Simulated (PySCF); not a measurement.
# C3H10AlNSi2: electronic excitations

What electronic excitations should C3H10AlNSi2 (`CC#C[SiH2][N]([AlH2])[SiH3]`) show?

Computed with PySCF 2.14.0, with density-fitted response routines of our own, on a single molecule in the gas phase. Atoms count from 0, in the outputs and in this text.

### Step 1. The starting structure

17 atoms, charge 0, multiplicity 1; geometry from: GFN2-xTB.

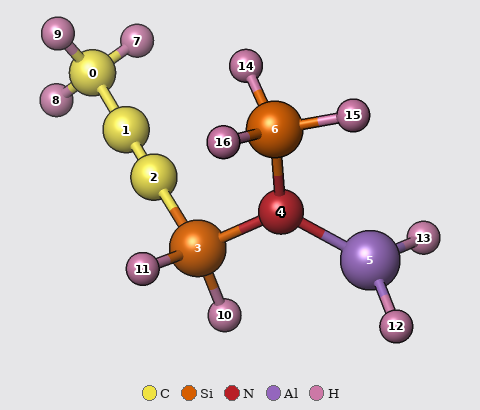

As it starts; carbon yellow, silicon orange, nitrogen red, aluminium purple, hydrogen pink, atoms numbered.

### Step 2. Excited states and response: CAM-B3LYP/def2-SVPD

What the job is given:

```
{"job": {"kind": "uv", "xc": "CAM-B3LYP", "basis": "def2-SVPD", "nstates": 8, "ntriplets": 3}, "charge": 0, "multiplicity": 1}
C      3.648011    -0.240749     0.691519
C      2.344499    -0.428090     0.095156
C      1.258905    -0.585536    -0.405370
Si    -0.415152    -0.799782    -1.150872
N     -1.621944     0.061947    -0.212404
Al    -2.990080    -0.865857     0.512609
Si    -1.453349     1.785199    -0.007110
H      3.562666    -0.226868     1.777986
H      4.312511    -1.053363     0.398303
H      4.076738     0.704086     0.357935
H     -0.848251    -2.212426    -1.077132
H     -0.391637    -0.289226    -2.526562
H     -4.287257    -1.133842    -0.284224
H     -2.913196    -1.430040     1.949250
H     -0.197299     2.095268     0.679357
H     -2.620208     2.178404     0.802891
H     -1.471956     2.452904    -1.312318
```

With the program's defaults for keys left out, this is: TDDFT CAM-B3LYP/def2-SVPD, vertical, gas phase, core orbitals frozen in the response.

On the command line:

```console
$ OMP_NUM_THREADS=1 python probes_run.py task.json out
```

One launch serves the whole session: the jobs run in the order shown.

Log:

```text
coarse grid: 15392 points
cycle   1  E = -995.8104599794  dE =  4.704e-01  |g| = 6.116e-01  |ddm| = 8.615e+00
cycle   2  E = -995.7737876611  dE =  3.667e-02  |g| = 7.433e-01  |ddm| = 2.428e+00
cycle   3  E = -995.8990685090  dE = -1.253e-01  |g| = 1.015e-01  |ddm| = 9.924e-01
cycle   4  E = -995.9014401179  dE = -2.372e-03  |g| = 4.113e-02  |ddm| = 2.379e-01
cycle   5  E = -995.9018311188  dE = -3.910e-04  |g| = 1.826e-02  |ddm| = 1.091e-01
cycle   6  E = -995.9019094659  dE = -7.835e-05  |g| = 3.369e-03  |ddm| = 3.136e-02
cycle   7  E = -995.9019125770  dE = -3.111e-06  |g| = 4.944e-04  |ddm| = 9.973e-03
final grid: 134080 points
cycle   8  E = -996.0410050198  dE = -1.716e-05  |g| = 2.501e-03  |ddm| = 9.347e-02
cycle   9  E = -996.0410050276  dE = -7.728e-09  |g| = 2.630e-03  |ddm| = 1.216e-02
cycle  10  E = -996.0410065699  dE = -1.542e-06  |g| = 4.473e-04  |ddm| = 3.754e-03
cycle  11  E = -996.0410066146  dE = -4.470e-08  |g| = 8.539e-05  |ddm| = 7.500e-04
cycle  12  E = -996.0410066168  dE = -2.224e-09  |g| = 1.277e-05  |ddm| = 3.601e-04
cycle  13  E = -996.0410066169  dE = -6.594e-11  |g| = 7.540e-06  |ddm| = 4.630e-05
converged SCF energy = -996.0410066169

Static polarisability (au): isotropic 119.260, principal 102.796 106.858 148.125

Singlet excitations
state   eV       nm        f      main configurations
  1   4.7740    259.7   0.00000   H->L 0.93
  2   5.8276    212.8   0.01215   H->L+1 0.58, H-1->L+1 0.19
  3   5.8904    210.5   0.00898   H-1->L+1 0.38, H->L+1 0.33
  4   6.1551    201.4   0.00175   H-3->L 0.68
  5   6.1779    200.7   0.00497   H-2->L+1 0.25, H-3->L 0.23, H-1->L+3 0.14
  6   6.2549    198.2   0.00140   H-2->L+3 0.38, H-1->L+3 0.09, H-2->L+9 0.08
  7   6.6829    185.5   0.00488   H-4->L 0.34, H-1->L 0.27, H-2->L 0.26
  8   6.7429    183.9   0.00934   H->L+3 0.56, H->L+2 0.10, H-1->L 0.08

Triplet excitations (Tamm-Dancoff, eV): 4.5594 4.9938 5.3901
```

Wall time 78 s (1 thread of Intel Xeon Platinum 8259CL at 2.50GHz, shared host); peak memory 1 GiB.

Frontier orbitals and where they lie:

```tsv
orbital	eV	atoms
HOMO−3	-10.10	Al5 32 %, H12 23 %, H13 20 %
HOMO−2	-9.23	C2 38 %, C1 35 %, C0 7 %
HOMO−1	-9.13	C2 38 %, C1 36 %, C0 7 %
HOMO	-8.54	N4 48 %, Al5 11 %, Si6 8 %
LUMO	-0.34	Al5 52 %, H12 11 %, H13 11 %
LUMO+1	0.49	Si3 17 %, Al5 13 %, Si6 12 %
LUMO+2	1.00	Al5 31 %, C0 10 %, C1 9 %
```

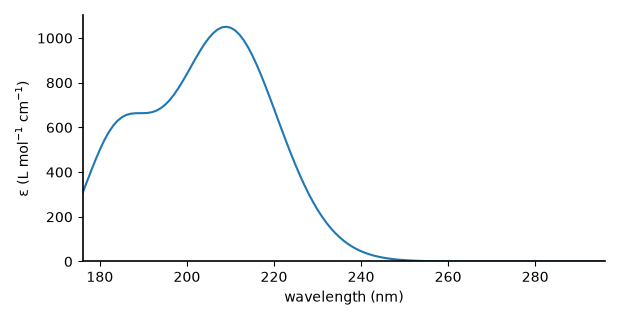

Absorption spectrum: each of the 8 states is a Gaussian band of 0.4 eV half-width at 1/e. Beyond the last state computed it falls off for lack of states.

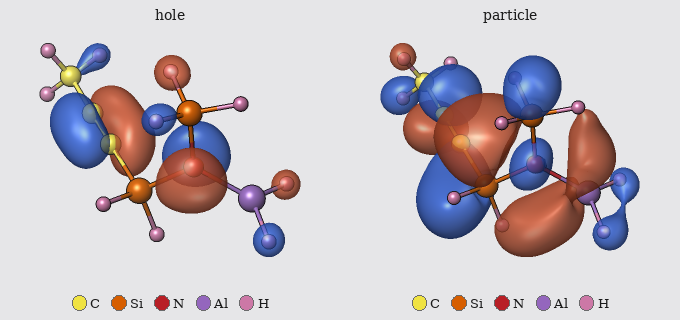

Leading natural transition orbitals of singlet state 2: the electron leaves the hole (left) for the particle orbital (right).

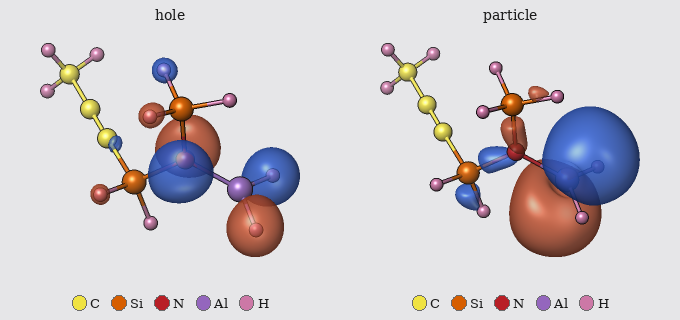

Leading natural transition orbitals of singlet state 1: the electron leaves the hole (left) for the particle orbital (right).

Further results of this job:

```tsv
property	computed
dipole moment (D)	1.95
polarisability (Å³)	17.67
HOMO–LUMO gap (eV)	8.20
−ε(HOMO) (eV)	8.54
```

The fields below are evaluated on a grid from the run's orbitals.

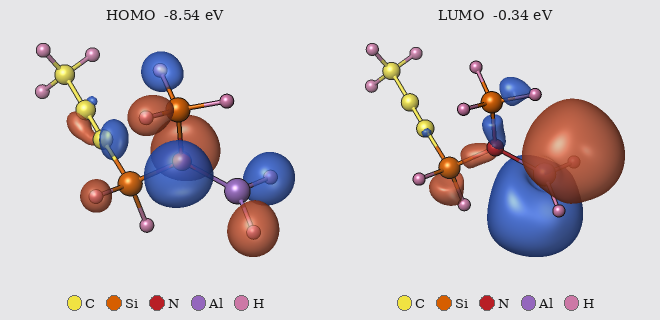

CAM-B3LYP/def2-SVPD orbitals near the gap, drawn at the value that encloses 70 % of each; the two colours are the two signs.

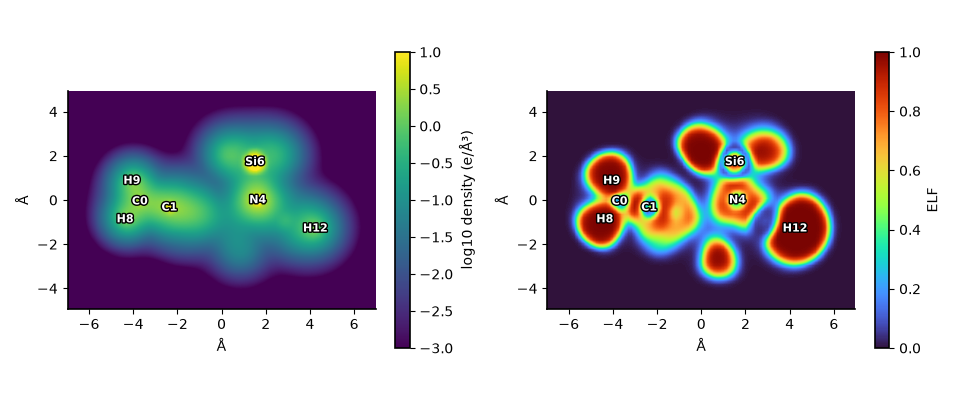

Density (left) and ELF (right) in a plane through or near 7 of the atoms.

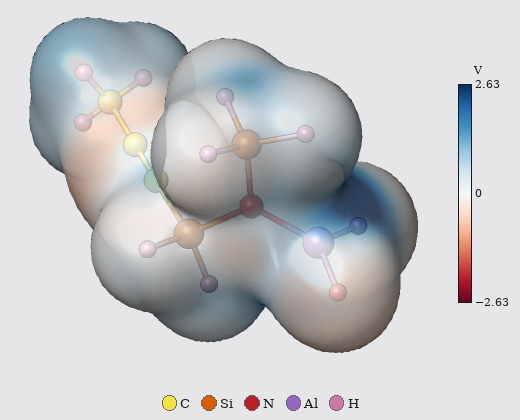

The potential that a unit positive charge feels on the 0.002 e/bohr³ surface, from -0.69 V near C2 to 2.63 V near Al5.

### Step 3. Summary of results

```
                                quantity                        value
    lowest singlet (CAM-B3LYP/def2-SVPD)  4.77 eV (260 nm), f = 0.000
brightest single state of those computed  state 2, 5.83 eV, f = 0.012
                          lowest triplet                      4.56 eV
   surface potential, least and greatest           -0.69 V and 2.63 V
```

In words: The lowest singlet, at 4.77 eV, is HOMO→LUMO 0.93 and is dark; of the 8 states computed, the strongest absorption comes from state 2 at 5.83 eV. The lowest triplet lies 0.21 eV below the lowest singlet (triplets in Tamm-Dancoff, singlets in full TDDFT). By nearest atom (CAM-B3LYP/def2-SVPD), the HOMO sits on N4 54 %; H12, H13 about 10 % each and the LUMO on Al5 35 %; H12, H13 about 19 % each.
